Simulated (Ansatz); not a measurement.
# Quasiparticle gap of AlN (P6_3mc), part 2 of 2

Aim: the quasiparticle gap of AlN (P6_3mc), starting from PBE.

Ansatz 0.2.0; PBE, then G0W0 on it, plane waves, PAW. Known limits of the many-body steps: finite bands, screening cutoff and k mesh; no spin-orbit coupling in G0W0.

So far. Step 2 (Bands along the symmetry lines): Over mesh and path the gap is 4.214 eV, direct, at k = Γ.

The database entry behind the starting cell differs from later determinations by our own check (inner coordinate u about 0.002 short), so it need not match the best structure at ambient conditions.

## Step 3: G0W0 on the 12×12×6 mesh

G0W0 replaces the xc potential by a self-energy built once from the orbitals of the start. Levels are corrected in the window of bands that the input names, at points of the mesh.

This step: G0W0 on PBE, plane waves, PAW.

Contents of input.yaml:

```yaml
crystal:
  lattice:
    - [3.113, 0.0, 0.0]
    - [-1.5565, 2.695937082, 0.0]
    - [0.0, 0.0, 4.981]
  atoms:
    - { symbol: Al, position: [0.3333333333, 0.6666666667, 0.0] }
    - { symbol: Al, position: [0.6666666667, 0.3333333333, 0.5] }
    - { symbol: "N", position: [0.3333333333, 0.6666666667, 0.38] }
    - { symbol: "N", position: [0.6666666667, 0.3333333333, 0.88] }
kpoints:
  mp_grid: { grid: [12, 12, 6] }
hamiltonian:
  xc: pbe
  pseudopotentials: { kind: paw, source: ansatz }
scf:
  occupations: { method: fixed }
gw:
  n_empty_bands: 174
  ecut_chi: 150
  qp_bands: [v2, c2]
  qp_kpoints: band_edges
  screening: { model: contour_deformation }
```

Command:

```
$ ansatz run input.yaml --threads 3 --pin off --max-ram 92160MiB --backend cuda --events-out ev --progress --plain --runs-dir out --devices 1 --max-vram 13GiB
```

Numbers of over 12 decimals in the logs are rounded to 6 here.

Log:

```text
GPUs: using 1 of 1 available (devices: 1).
[...]
GPU FFT provider: cuFFT
GPU libraries: cuBLAS 13.8.2, cuFFT 12.4.0, cuSOLVER 12.3.4
Crystal: 4 atoms, lattice volume = 41.803 Å³
Basis set: ecut = 900 eV, 2587 PW (Γ)
Bands: 20, of which v1, the nominal top of the filled ones, is band 16 counted from 1 (15 counted from 0)
Symmetry: 12 space group operations
[...]
k-points: 76 of 864 (time reversal used)
[...]
GPU buffer pool allocated for 51200 grid points (all kernels)
[...]
SCF iter   1: F=—  HF=-5637.379767 eV  |F-HF|=—  |Δ(HF+E_count)|=         —  Δρ=1.21e-1  dr2=6.65e0  ethr=3.10e-3  ⟨swp⟩=5.1  Hψ=6925  notcnv=0  defer=144
[...]
SCF iter   7: F=-5635.652087 eV  HF=-5635.652087 eV  |F-HF|=1.13e-8  |Δ(HF+E_count)|=   3.28e-7  Δρ=7.77e-6  dr2=1.94e-8  ethr=3.13e-10  ⟨swp⟩=8.1  Hψ=7908  notcnv=0
SCF 1 converged in 7 iterations: F = -5635.652087 eV  dr2 = 1.94e-8
[...]
NSCF: frozen V_eff on 76 k-points, pencils in batches of 32, up to order 80
the band table was solved once the SCF had ended and its energy, with any forces and stress, was formed, with the checks that follow a solve (8372 applications of the Hamiltonian). They found nothing against the state; the energy, forces and stress were not computed again (output.eigenvalues in the input reference)
[...]
NSCF: frozen V_eff on 76 k-points
G₀W₀ screening: q 1/76
[... further progress lines ...]
SCF converged after 7 iterations
Free energy (F): -5635.652087 eV
[...]
Internal energy: -5635.652087 eV  (E = F + TS)
E sigma→0 (E₀):  -5635.652087 eV
Fermi energy:    8.745732 eV
[...]
--- Band table (eV; the first three rows and the last of 76) ---
  k-point 0: bands = [... 12 lower, 7.9150, 8.5669, 8.5669, 8.7457, 12.9669, 15.4096, 19.3590, 19.9121]
  k-point 1: bands = [... 12 lower, 7.9563, 8.1473, 8.5209, 8.5209, 13.4573, 15.4762, 19.1852, 19.8787]
  k-point 2: bands = [... 12 lower, 8.0709, 8.0709, 8.3968, 8.3968, 14.4062, 15.5359, 18.9103, 19.9144]
  k-point 75: bands = [... 12 lower, 4.9208, 4.9208, 7.9647, 7.9647, 16.1824, 16.1824, 16.6092, 16.6092]
--- G₀W₀: contour deformation, 6 samples at zero and on the imaginary axis and 2 off it, 864 q-points, 174 empty bands' worth ---
  eigenvalues of the whole cell's RPA ε∞ on this k-mesh (on a slab, of 1 + 4πα/V) = 4.2065, 4.2065, 4.4034; static W/v taken at q = 0 is 0.233560
  bands read: the sum over 190 bands ends inside a degenerate multiplet in 4 slots, whose members it reads at an even weight; the widest, k=1: bands 190 to 191 (counted from 1) at 1/2 each
  gw.qp_kpoints: band_edges: 30 of 76 stored k-points solved, in 1 pass; an edge of the gap read off the rows below is read off those points alone
    valence top: of the k-points left out ik 49 came nearest to being solved in a further pass, in band 16 (counted from 1, as in the quasiparticle table): it holds the edge there only if its correction is more favourable than any solved in that band by at least 0.516 eV; those differ by 0.254 eV
    conduction bottom: of the k-points left out ik 46 came nearest to being solved in a further pass, in band 17 (counted from 1, as in the quasiparticle table): it holds the edge there only if its correction is more favourable than any solved in that band by at least 0.777 eV; those differ by 0.411 eV
    ik  band        ε_KS         Σx   Σc(E_QP)       V_xc       Z   E_QP_lin       E_QP  E_QP is
     0    15      8.5669   -21.6872     3.0445   -17.6925  0.7839     7.6086     7.6167  root
     0    16      8.7457   -21.7691     3.0119   -17.8339  0.7837     7.8148     7.8224  root
     0    17     12.9669    -9.8279    -3.9156   -14.4178  0.8192    13.6440    13.6412  root
     0    18     15.4096    -7.9209    -4.4954   -13.1714  0.8256    16.1688    16.1647  root
     1    15      8.5209   -21.6932     3.0629   -17.6731  0.7837     7.5554     7.5637  root
     1    16      8.5209   -21.6932     3.0629   -17.6731  0.7837     7.5554     7.5637  root
     1    17     13.4573   -10.1181    -3.9277   -14.7497  0.8154    14.1644    14.1613  root
     1    18     15.4762    -8.0385    -4.5079   -13.3116  0.8238    16.2457    16.2414  root
     2    15      8.3968   -21.7022     3.1069   -17.6205  0.7831     7.4133     7.4221  root
     2    16      8.3968   -21.7022     3.1069   -17.6205  0.7831     7.4133     7.4221  root
     2    17     14.4062   -10.0115    -4.1561   -14.9451  0.8104    15.1880    15.1837  root
     2    18     15.5359    -8.5238    -4.5175   -13.8373  0.8176    16.3368    16.3319  root
     3    15      8.2314   -21.7050     3.1582   -17.5506  0.7823     7.2258     7.2352  root
     3    16      8.2314   -21.7050     3.1582   -17.5506  0.7823     7.2258     7.2352  root
     3    17     15.2138    -9.3683    -4.4178   -14.6039  0.8104    16.0369    16.0317  root
     3    18     15.2138    -9.3683    -4.4178   -14.6039  0.8104    16.0369    16.0317  root
     4    15      8.5541   -21.7318     3.0575   -17.7222  0.7837     7.5938     7.6020  root
     4    16      8.7086   -21.7752     3.0260   -17.8207  0.7835     7.7724     7.7801  root
     4    17     13.3872   -10.1133    -3.9224   -14.7369  0.8158    14.0915    14.0884  root
     4    18     15.7782    -8.0821    -4.5465   -13.4163  0.8223    16.5706    16.5659  root
     5    15      8.4889   -21.6545     3.0717   -17.6220  0.7832     7.5196     7.5281  root
     5    16      8.4992   -21.7241     3.0755   -17.6884  0.7835     7.5306     7.5390  root
     5    17     13.7878   -10.1939    -3.9788   -14.9024  0.8131    14.5210    14.5175  root
     5    18     15.8374    -8.1943    -4.5623   -13.5540  0.8204    16.6398    16.6348  root
     6    15      8.2249   -21.5651     3.1356   -17.4319  0.7825     7.2179     7.2274  root
     6    16      8.3527   -21.7007     3.1195   -17.6005  0.7829     7.3631     7.3720  root
     6    17     14.6312    -9.9720    -4.2060   -14.9706  0.8087    15.4285    15.4238  root
     6    18     15.8530    -8.6717    -4.5766   -14.0742  0.8137    16.6845    16.6789  root
     7    15      8.1599   -21.6684     3.1727   -17.4898  0.7821     7.1444     7.1541  root
     7    16      8.1599   -21.6684     3.1727   -17.4898  0.7821     7.1444     7.1541  root
     7    17     15.4402    -9.4045    -4.4643   -14.7042  0.8075    16.2813    16.2756  root
     7    18     15.4402    -9.4045    -4.4643   -14.7042  0.8075    16.2813    16.2756  root
     8    15      8.4874   -21.7785     3.0876   -17.7292  0.7833     7.5172     7.5257  root
     8    16      8.5745   -21.7487     3.0639   -17.7383  0.7830     7.6199     7.6281  root
     8    17     14.2459   -10.1090    -4.0990   -14.9739  0.8106    15.0160    15.0119  root
     8    18     16.4702    -7.8658    -4.6767   -13.3603  0.8187    17.2935    17.2879  root
     9    15      8.4095   -21.6478     3.0983   -17.5790  0.7826     7.4302     7.4390  root
     9    16      8.4141   -21.7463     3.1054   -17.6688  0.7831     7.4333     7.4420  root
     9    17     14.4469    -9.8685    -4.1571   -14.7948  0.8103    15.2204    15.2161  root
     9    18     16.5191    -8.0277    -4.7012   -13.5590  0.8155    17.3551    17.3492  root
[...]
71    15      7.9114   -21.6915     3.2286   -17.4337  0.7806     6.8717     6.8822  root
    71    16      7.9114   -21.6915     3.2286   -17.4337  0.7806     6.8717     6.8822  root
    71    17     15.5977    -6.9183    -4.4997   -12.1034  0.8164    16.2870    16.2831  root
    71    18     15.5977    -6.9183    -4.4997   -12.1034  0.8164    16.2870    16.2831  root
    72    15      6.3732   -20.7721     3.5371   -16.0574  0.7721     5.1780     5.1956  root
    72    16      6.3732   -20.7721     3.5371   -16.0574  0.7721     5.1780     5.1956  root
    72    17     13.8091    -4.8934    -4.1913    -9.5089  0.8358    14.2346    14.2334  root
    72    18     17.1221    -7.6519    -4.9211   -13.4353  0.7946    17.9926    17.9843  root
    75    15      7.9647   -21.7479     3.2235   -17.5015  0.7807     6.9315     6.9418  root
    75    16      7.9647   -21.7479     3.2235   -17.5015  0.7807     6.9315     6.9418  root
    75    17     16.1824    -6.8440    -4.6645   -12.2271  0.8070    16.9059    16.9009  root
    75    18     16.1824    -6.8440    -4.6645   -12.2271  0.8070    16.9059    16.9009  root
```

Run time: 5 min. Hardware: 1 × NVIDIA H100 80GB HBM3 (shared by 6 runs) with 3 threads of AMD EPYC 7R13 (Zen 3), shared host; peak memory 2.3 GiB.

Numbers from this step:

```yaml
bands_summed: 190
rpa_eps_infinity_on_this_mesh_eigenvalues: 4.206, 4.206, 4.403
plane_waves_in_the_screening_matrix: 159
q_points_in_the_mesh: 864
g0w0_gap_over_the_corrected_points: 5.819 eV
k_of_the_valence_top: 0, 0, 0
k_of_the_conduction_bottom: 0, 0, 0
starting_gap_on_the_mesh: 4.221 eV
z_at_the_valence_top: 0.7837
z_at_the_conduction_bottom: 0.8192
least_direct_g0w0_gap_over_the_corrected_points: 5.819 eV
```

Over 30 of 76 irreducible mesh points the G0W0 gap is 5.819 eV, direct, at k = Γ. The PBE gap of this run on the mesh is 4.221 eV. The two states that bound the G0W0 gap lie that far apart at the start, so the correction of the gap is 5.819 − 4.221 = +1.598 eV. The start of this run differs from the step before in files (soft_1 PAW and hard PAW) and plane-wave cutoff (420 eV and 900 eV).

Labels follow the order of the start: v1 is the top filled band, c1 the lowest empty one; levels that stay degenerate share a row, the window can cut a multiplet, doubted levels are not marked in this list, bands outside the window were not corrected, and the list may be a part of the corrected levels. Levels before and after the correction, in eV, zero at the valence-band top of each column:

|  | conduction bottom | valence top |
| --- | --- | --- |
| Kohn-Sham | 4.22 | 0.00 |
| G0W0 | 5.82 | 0.00 |

|  | level | occupation | energy (eV) |
| --- | --- | --- | --- |
| Kohn-Sham | Γ v2 | 2 | -0.179 |
| Kohn-Sham | Γ v1 | 2 | 0.000 |
| Kohn-Sham | Γ c1 | 0 | 4.221 |
| Kohn-Sham | Γ c2 | 0 | 6.664 |
| G0W0 | Γ v2 | 2 | -0.206 |
| G0W0 | Γ v1 | 2 | 0.000 |
| G0W0 | Γ c1 | 0 | 5.819 |
| G0W0 | Γ c2 | 0 | 8.342 |

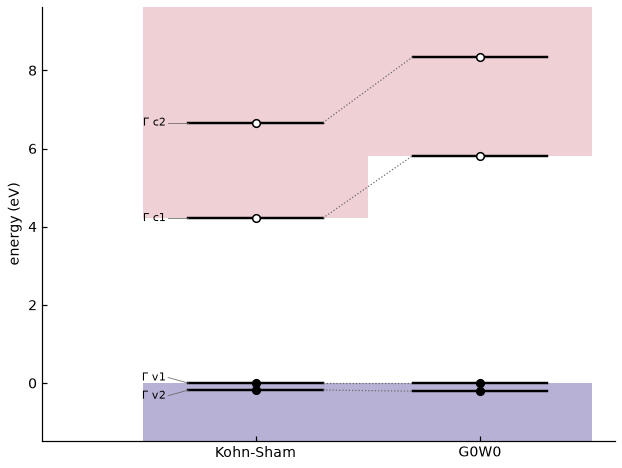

Levels before and after the correction. Shaded: valence and conduction bands. Filled marks are occupied levels, open marks empty ones.

The parts of the quasiparticle energy for the two states that bound the G0W0 gap, in eV on the run's own scale (QP = start + Σx + Σc − Vxc, with Σc at the quasiparticle energy):

| edge | k | band | start | Σx | Σc | Vxc | Z | QP |
| --- | --- | --- | --- | --- | --- | --- | --- | --- |
| valence top | Γ | 16 | 8.746 | −21.769 | 3.012 | −17.834 | 0.784 | 7.822 |
| conduction bottom | Γ | 17 | 12.967 | −9.828 | −3.916 | −14.418 | 0.819 | 13.641 |

## Step 4: The runs together

Each gap is the least one over the points named; times are wall times on shared hosts, not benchmarks. A G0W0 time includes the run's own self-consistent start. Rows marked * are further runs, not shown as steps, whose inputs differ from the G0W0 step on the same start in the columns given; solver thresholds can differ too.

| level | mesh | files, cutoff | bands summed, screening | points | gap (eV) | valence top | conduction bottom | least direct gap (eV) | time |
| --- | --- | --- | --- | --- | --- | --- | --- | --- | --- |
| PBE | 12×12×6 | soft_1 PAW, 420 eV | - | mesh and path | 4.214 | Γ | Γ | 4.214 | 7.8 s |
| G0W0@PBE | 12×12×6 | hard PAW, 900 eV | 190, 150 eV | 30 of 76 irreducible mesh points | 5.819 | Γ | Γ | 5.819 | 5 min |
| G0W0@PBE* | 12×12×8 | hard PAW, 900 eV | 190, 150 eV | 36 of 95 irreducible mesh points | 5.818 | Γ | Γ | 5.818 | 10 min |

## Step 5: Results

| Quantity | Value |
| --- | --- |
| PBE gap over mesh and path | 4.214 eV, direct, at k = Γ |
| G0W0@PBE gap over 30 of 76 irreducible mesh points | 5.819 eV, direct, at k = Γ |
| GW settings | 12×12×6 mesh, 174 empty bands, screening to 150 eV, hard PAW files |
| known limits | finite bands, screening cutoff and k mesh; no spin-orbit coupling in G0W0 |

What this shows: Over 30 of 76 irreducible mesh points the G0W0 gap is 5.819 eV, direct, at k = Γ. The PBE gap of this run on the mesh is 4.221 eV. The two states that bound the G0W0 gap lie that far apart at the start, so the correction of the gap is 5.819 − 4.221 = +1.598 eV. The valence state moves by 7.822 − 8.746 = −0.924 eV and the conduction state by 13.641 − 12.967 = +0.674 eV, on the run's own scale; how far single levels stand from their limit in bands is not shown. Both edges that PBE shows over mesh and path lie at k points where levels were corrected. Levels at other points were not corrected, so a lower G0W0 gap elsewhere in the zone is not ruled out. No second run with other bands and screening cutoff is shown, so the distance to the basis limit is not known. With the 12×12×8 mesh in place of the 12×12×6 mesh and all else as in the G0W0@PBE row with 190 bands, the gap differs by 5.818 − 5.819 = −0.001 eV, and that of the start by 4.221 − 4.221 = +0.000 eV. The G0W0 runs are scalar-relativistic. G0W0 is shown with one set of atomic data (hard PAW), so the error from the files is not known here.

[Paths, hosts, dates, memory and timing lines, banners, echoed tables and standing remarks are left out of the program output.]

[Logs are printed without paths, hosts, clocks, repeated set-up lines and the standing remarks that a program may print on its own settings, such as how far it seeks lower states.]

[Runs of the session that timed out or met a known fault of the program may be left out.]

[Cells called generated may have been cut or substituted from an entry of the Crystallography Open Database or the Materials Project.]

[Hosts, paths, dates, database ids (printed as entryN), source tags and the programs' standing remarks are cut or masked in the printed files.]

[Where an RPA ε∞ is given, it is that of the G0W0 mesh and is not shown converged in it. Names of k-points follow the symmetry that the program found, which can be lower than the space group named. Band edges on a path are those of the sampled points; other points can move an edge, and change direct to indirect where valleys lie close.]

[Hybrid gaps are those of their k-mesh and are not shown converged in it.]
